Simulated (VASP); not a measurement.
Band structure of CdS (space group Fm-3m). Level of theory: PBEsol GGA, VASP's PBE PAW potentials (set 64) (plane waves; VASP).

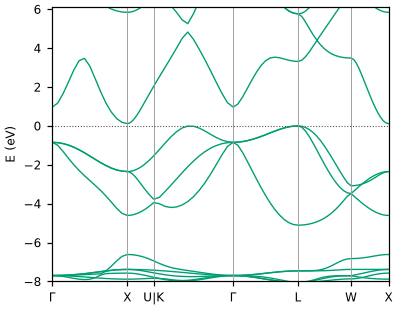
Figure. Bands along high-symmetry lines, zero at the valence-band maximum or, without a gap, the Fermi level

Problem. Read the plot: is there a gap, and where are the band edges?

Solution. The gap is indirect, 0.12 eV, from the valence maximum at L to the conduction minimum at X. (Edges off the drawn lines would not show.)

The structure comes from a computed database's CdS entry (Fm-3m); how it stands against other phases isn't given here. It was relaxed first, which changed the volume by -6 %.
